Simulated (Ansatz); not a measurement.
**PF3 (phosphorus trifluoride): BLYP/STO-3G**

Aim: the vertical electron affinity of PF3 (phosphorus trifluoride) at BLYP/STO-3G, from 2 runs. 

Program for the calculation: Ansatz 0.2.0.

50 further runs of the same task are left out: 10 that didn't finish, 40 set aside as unsound or not needed.

## Step 1: Starting point

The species is PF3 (4 atoms), meant as a singlet with charge 0. As SMILES, `FP(F)F`. The coordinates come from a PBE0-D4/def2-TZVP relaxation.

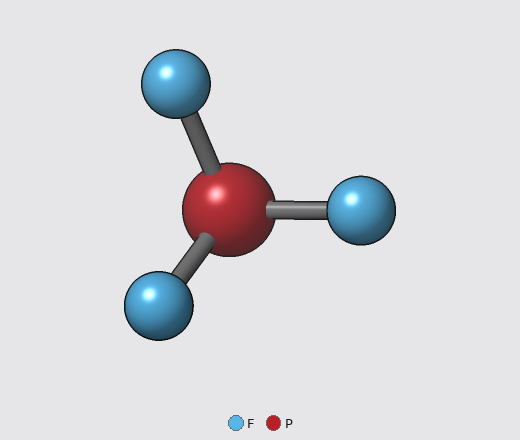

The structure, seen from a chosen angle (fluorine blue, phosphorus red).

## Step 2: The energy at BLYP/STO-3G

Input file run.yaml:

```yaml
crystal:
  periodic: [false, false, false]
  atoms:
    - {symbol: F, position_ang: [0.834400, -0.663200, 0.874500]}
    - {symbol: P, position_ang: [-0.297500, 0.314600, 0.392300]}
    - {symbol: F, position_ang: [-1.061900, -0.696500, -0.536900]}
    - {symbol: F, position_ang: [0.525000, 1.045200, -0.730000]}
basis:
  gaussian: {orbitals: STO-3G}
hamiltonian: {xc: {name: BLYP}}
accuracy: high
```

The run is started by

```
ansatz run run.yaml --threads 1 --pin off --max-ram 2610MiB --events-out events.jsonl --progress --plain --runs-dir runs
```

Log:

```text
Warning: RAYON_NUM_THREADS=1 ignored (pool sized by the plan → 1); use --threads N
Functional definition: BLYP
  name "BLYP"
  parameter beta = 0.0042
  parameter a = 0.04918
  parameter b = 0.132
  parameter c = 0.2533
  parameter d = 0.349
  exchange = b88_x(beta = beta)
  correlation = lyp_c(a = a, b = b, c = c, d = d)
463 factors; integrals over basis functions are off by at most 2.4e-8 eV
mean field evaluation 1: about -17209.3526 eV, gradient 2.4e1 eV
mean field evaluation 2: about -17208.0717 eV, gradient 3.2e1 eV
mean field evaluation 4: about -17211.6078 eV, gradient 5.8e-2 eV
mean field evaluation 8: about -17211.5942 eV, gradient 3.4e-4 eV
mean field evaluation 16: about -17211.5942 eV, gradient 6.1e-8 eV
mean field -17211.59418073 eV, -632.5144197043 hartree, gradient 6.1e-8 eV, S^2 0.000000; 0 other end points of the search recorded, 0 dependent functions left out
reference -17211.59420472 eV, -632.5144205858 hartree; 21, 21 occupied and 3, 3 virtual orbitals, 463 factors
Total energy: -17211.59420472 eV, -632.5144205858 hartree
```

Wall time 1.4 s (1 thread of Arm Neoverse V1, shared host); peak memory 0.098 GiB.

## Step 3: The doublet anion at the same level

Edit run.yaml of step 2 so:

```diff
@@ -9,2 +9,4 @@
   gaussian: {orbitals: STO-3G}
+total_charge: -1
+magnetization: {spin_polarized: true, initial_magnetization: 1}
 hamiltonian: {xc: {name: BLYP}}
```

The run is started by

```
ansatz run run.yaml --threads 1 --pin off --max-ram 2610MiB --events-out events.jsonl --progress --plain --runs-dir runs
```

Log, cut to the lines that bear on the results:

```text
Warning: RAYON_NUM_THREADS=1 ignored (pool sized by the plan → 1); use --threads N
[... 9 set-up lines as earlier in the session ...]
463 factors; integrals over basis functions are off by at most 2.4e-8 eV
mean field evaluation 1: about -17199.7283 eV, gradient 6.8e0 eV
mean field evaluation 2: about -17199.2108 eV, gradient 1.1e1 eV
mean field evaluation 4: about -17199.9861 eV, gradient 4.5e0 eV
mean field evaluation 8: about -17200.0610 eV, gradient 3.4e0 eV
mean field evaluation 16: about -17200.1422 eV, gradient 6.4e-2 eV
mean field evaluation 32: about -17200.1425 eV, gradient 5.0e-4 eV
mean field evaluation 64: about -17200.1426 eV, gradient 1.5e-3 eV
mean field -17200.14267414 eV, -632.0935845993 hartree, gradient 2.7e-8 eV, S^2 0.750545; 6 other end points of the search recorded, 0 dependent functions left out
reference -17200.14269821 eV, -632.0935854836 hartree; 22, 21 occupied and 2, 3 virtual orbitals, 463 factors
Total energy: -17200.14269821 eV, -632.0935854836 hartree
```

Wall time 46 s (1 thread of Arm Neoverse V1, shared host); peak memory 0.14 GiB.

## Step 4: Outcome

At BLYP/STO-3G:

| quantity | value |
| --- | --- |
| singlet PF3: total energy | -632.51442 Eh |
| doublet anion: total energy | -632.09359 Eh |
| doublet anion: ⟨S²⟩ | 0.751 |
| vertical electron affinity (to the doublet anion) | -11.452 eV |

In words: The anion lies 11.45 eV (264 kcal/mol) above the neutral: the electron isn't bound at this level, and such a value depends on the basis. Without diffuse functions anions come out too high. In a minimal basis such a difference can be off by several eV, whatever the method.
